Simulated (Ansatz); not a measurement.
# H₂O₂ (triplet): from Hartree-Fock to the top rungs at distance O1–H3 along a hydrogen transfer = 0.960 Å, cc-pVTZ

Aim: climb from Hartree-Fock through coupled cluster and multireference methods for H₂O₂ (triplet) at one geometry and basis, and see what each rung misses.

Computed with Ansatz 0.2.0, Gaussian basis. Level: cc-pVTZ, core rule «outside noble gas», up to 2 orbitals frozen.

The runs, in order: UHF; CCSD(T) on ROHF; CCSD(T) on UHF; BCCD(T) on ROHF; CCSDT(Q) on ROHF; CCSDT(Q) on UHF; CASSCF and NEVPT2, 4 electrons in 4 orbitals; CASSCF and NEVPT2, 14 electrons in 10 orbitals.

**1. The system**

The geometry derives from fragments relaxed apart (PBE0/def2-TZVP) and kept rigid, so it is no stationary point. A hydrogen atom is moved between rigid fragments.

4 atoms, charge 0, spin multiplicity 3.

Atoms are counted from 1 here; the program's logs count them from 0.

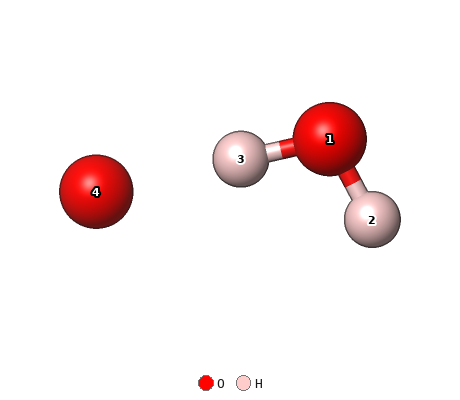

The geometry (oxygen red, hydrogen pink); atoms are numbered from 1 in the order of the file.

**2. UHF**

in.yaml reads:

```yaml
crystal:
  periodic: [false, false, false]
  atoms:
    - {symbol: O, position_ang: [-1.206842, -0.027457, 0.000000]}
    - {symbol: H, position_ang: [-1.456152, 0.899119, 0.000000]}
    - {symbol: H, position_ang: [-0.247313, -0.027457, 0.000000]}
    - {symbol: O, position_ang: [1.314158, -0.027457, 0.000000]}
basis:
  gaussian: {orbitals: cc-pVTZ}
magnetization: {spin_polarized: true, initial_magnetization: 2}
hamiltonian: {xc: hf}
output: {orbitals: {seedname: orbitals}}
```

Started as:

```bash
> ansatz run in.yaml --threads 1 --pin off --events-out ev --progress --plain --max-ram 4096MiB --backend cpu
```

Further steps of the session: CCSD(T) on ROHF; CCSD(T) on UHF; BCCD(T) on ROHF; CCSDT(Q) on ROHF; CCSDT(Q) on UHF; CASSCF and NEVPT2, 4 electrons in 4 orbitals; CASSCF and NEVPT2, 14 electrons in 10 orbitals.

Before running them: what should the planned runs give, taken together? Wanted: UCCSDT(Q) below the RHF energy; RMP2 from UCCSDT(Q); UMP2 from UCCSDT(Q); RCCSD from UCCSDT(Q); RCCSD(T) from UCCSDT(Q); UCCSD(T) from UCCSDT(Q); RCCSDT(Q) from UCCSDT(Q); NEVPT2 pair from UCCSDT(Q); NEVPT2 valence from UCCSDT(Q).

As calculated:

| quantity | value |
| --- | --- |
| UCCSDT(Q) below the RHF energy | -12.2338 eV |
| RMP2 from UCCSDT(Q) | +917.0 meV |
| UMP2 from UCCSDT(Q) | +920.4 meV |
| RCCSD from UCCSDT(Q) | +338.7 meV |
| RCCSD(T) from UCCSDT(Q) | +28.2 meV |
| UCCSD(T) from UCCSDT(Q) | +25.6 meV |
| RCCSDT(Q) from UCCSDT(Q) | +3.5 meV |
| NEVPT2 pair from UCCSDT(Q) | +946.7 meV |
| NEVPT2 valence from UCCSDT(Q) | +1715.2 meV |
| levels within 1 kcal/mol (43 meV) | RCCSD(T), UCCSD(T), BCCD(T), RCCSDT, UCCSDT, RCCSDT(Q) |
| T1 diagnostic | 0.030 |
| effectively unpaired electrons | 2.01 |

In words: RCCSD(T) lands +28.2 meV from the yardstick (0.2 % of the correlation energy). One determinant dominates. Of the multireference levels listed NEVPT2 pair comes nearest in total energy (+946.7 meV), which doesn't show that its space is the better one. These misses are within one basis, not against nature; the frozen cores of restricted and unrestricted runs differ, which can shift their rows.
